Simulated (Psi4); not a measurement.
Geometry relaxation, with input and output: SiH$_{4}$S (part 4 of 4)

The same run, continued: SiH$_{4}$S, SMILES [SiH3]S; B97-3c/def2-mTZVP, RKS (Psi4 1.11). The geometry comes from this level: PBE0-D4/def2-TZVP.

Geometry of the input (Å):
```
Si -0.1698  -0.2634  -0.4360
S  0.9073  -0.0126  1.3928
H  -1.6298  -0.0743  -0.2416
H  0.1086  -1.6583  -0.8525
H  0.2998  0.6812  -1.4811
H  0.5261  1.2633  1.5723
```

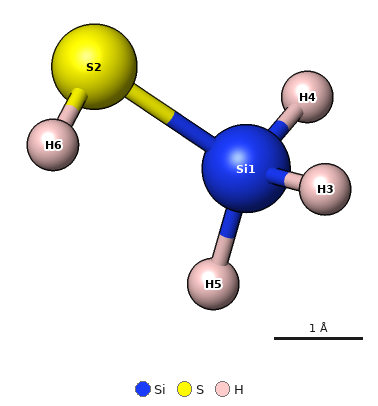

Fig. 1: The geometry at step 2 of the log (ball-and-stick view, seen at a tilt; atoms are numbered from 1 in the order of the input).

Trajectory as extended XYZ (Å, eV, eV/Å), 4 frames, from step=0 to step=3:
```
6
Properties=species:S:1:pos:R:3:forces:R:3 step=0 energy=-18775.35429
Si   -0.1698   -0.2634   -0.4360   -0.0819  -0.0827  -0.1769
S     0.9073   -0.0126    1.3928    0.1301  -0.1104   0.1354
H    -1.6298   -0.0743   -0.2416    0.0451  -0.0011  -0.0353
H     0.1086   -1.6583   -0.8525   -0.0236   0.0698   0.0057
H     0.2998    0.6812   -1.4811   -0.0407  -0.0347   0.0193
H     0.5261    1.2633    1.5723   -0.0244   0.1581   0.0582
6
Properties=species:S:1:pos:R:3:forces:R:3 step=1 energy=-18775.35714
Si   -0.1724   -0.2641   -0.4405   -0.0331  -0.0019  -0.0528
S     0.9098   -0.0121    1.3969    0.0315   0.0006   0.0494
H    -1.6306   -0.0766   -0.2532   -0.0001   0.0021  -0.0009
H     0.1037   -1.6538   -0.8611    0.0067  -0.0008   0.0098
H     0.2893    0.6784   -1.4870   -0.0018   0.0012  -0.0001
H     0.5337    1.2697    1.5931    0.0013  -0.0019   0.0012
6
Properties=species:S:1:pos:R:3:forces:R:3 step=2 energy=-18775.35728
Si   -0.1732   -0.2643   -0.4420   -0.0089  -0.0012  -0.0147
S     0.9106   -0.0119    1.3982    0.0050   0.0043   0.0105
H    -1.6317   -0.0771   -0.2562    0.0008   0.0019   0.0032
H     0.1049   -1.6547   -0.8582    0.0039  -0.0028   0.0043
H     0.2882    0.6766   -1.4900    0.0014   0.0020   0.0026
H     0.5348    1.2701    1.5949    0.0024  -0.0049   0.0008
6
Properties=species:S:1:pos:R:3:forces:R:3 step=3 energy=-18775.35730
Si   -0.1735   -0.2643   -0.4424   -0.0006  -0.0013  -0.0018
S     0.9107   -0.0119    1.3985    0.0010   0.0000   0.0015
H    -1.6318   -0.0770   -0.2561    0.0012   0.0006   0.0018
H     0.1059   -1.6550   -0.8572    0.0011   0.0003   0.0018
H     0.2881    0.6768   -1.4901    0.0008   0.0003   0.0019
H     0.5348    1.2698    1.5957    0.0010  -0.0005   0.0014
```

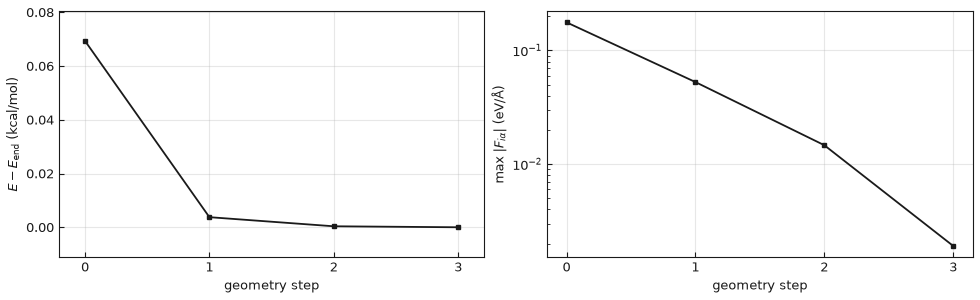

Fig. 2: Progress of the relaxation, step by step (steps are counted from 0).

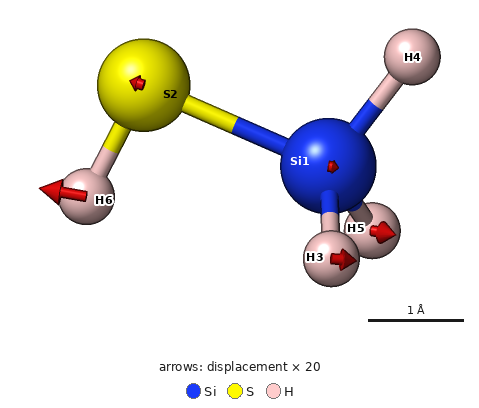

Fig. 3: The starting structure with the displacements as red arrows, magnified 20 times (ball-and-stick view, seen at a tilt). The two geometries are laid on each other by the best rigid fit. The atom that moves furthest after the best rigid fit is H6 (0.026 Å). By element the largest moves are H 0.026 Å, S 0.008 Å, Si 0.006 Å. Among the contacts that change: Si1–S2 2.137 → 2.151 Å, S2–H6 1.344 → 1.350 Å. The energy falls by 0.07 kcal/mol in 3 geometry steps. Largest force component: 0.18 eV/Å at the start, 0.0019 eV/Å at the end. (Atoms are counted from 1 in the order of the input.)

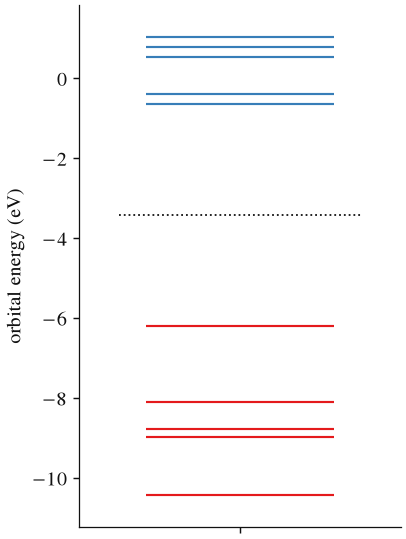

Fig. 4: Orbital energies near the frontier; the dotted line parts filled from empty levels, and levels within 0.02 eV of each other stand side by side. Highest filled −6.20 eV, lowest empty −0.65 eV, 5.55 eV apart.
